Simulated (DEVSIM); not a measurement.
System: abrupt Ge n-p junction, at 300 K.

```tsv
layer (left to right)	material	thickness (μm)	Nd (cm⁻³)	Na (cm⁻³)	τn (s)	τp (s)
1	Ge	24.0	4.1e14	-	2.9e-7	2.9e-7
2	Ge	9.20	-	3.2e15	2.9e-7	2.9e-7
```

Left contact: ohmic. Right contact: ohmic. Voltage is applied to the left contact. Recombination: SRH at mid-gap. Mobility is constant in doping.

This is a model device: material constants are rounded textbook-type values typed into the input, and sizes, dopings and lifetimes were drawn at random. Values at 300 K.

```tsv
parameter	Ge
gap (eV)	0.664
affinity (eV)	4
permittivity	16
Nc (cm⁻³)	1.04e19
Nv (cm⁻³)	6e18
μn (cm²/Vs)	3900
μp (cm²/Vs)	1900
```

Simulated with DEVSIM: 1D drift-diffusion, Boltzmann statistics, complete ionisation; no tunnelling, impact ionisation, image-force lowering or self-heating.

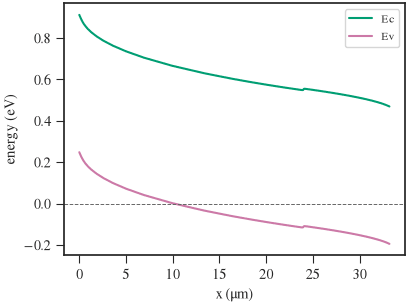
Figure: Band edges at -0.65 V on the left contact

Energies count from the Fermi level of the right contact; mesh points crowd at the junctions.

```csv
x (μm),Ec (eV),Ev (eV),n (cm⁻³),p (cm⁻³),field (V/cm)
0.000,0.912,0.248,4.1e14,1.1e12,-1100
0.04254,0.907,0.243,4.3e14,5.8e13,-1100
0.1530,0.896,0.232,5.0e14,1.7e14,-990
0.4661,0.870,0.206,7.0e14,3.6e14,-700
1.856,0.808,0.144,1.3e15,9.2e14,-320
4.974,0.736,0.072,2.2e15,1.8e15,-180
13.38,0.630,-0.034,3.9e15,3.5e15,-96
21.25,0.566,-0.098,5.3e15,4.9e15,-70
22.98,0.554,-0.110,5.6e15,5.2e15,-66
23.65,0.550,-0.114,5.7e15,5.3e15,-64
23.88,0.549,-0.115,5.7e15,5.4e15,≈ 0
23.99,0.551,-0.113,5.1e15,6.1e15,630
24.02,0.553,-0.111,4.6e15,6.7e15,540
24.09,0.555,-0.109,4.3e15,7.2e15,51
24.41,0.553,-0.111,4.1e15,7.3e15,-63
25.17,0.548,-0.116,3.9e15,7.1e15,-65
27.26,0.534,-0.130,3.2e15,6.4e15,-74
30.71,0.504,-0.160,1.8e15,5.0e15,-100
32.57,0.481,-0.183,6.5e14,3.8e15,-160
32.99,0.474,-0.190,2.5e14,3.4e15,-190
33.13,0.471,-0.193,8.1e13,3.3e15,-210
33.20,0.469,-0.195,1.4e11,3.2e15,-210
```
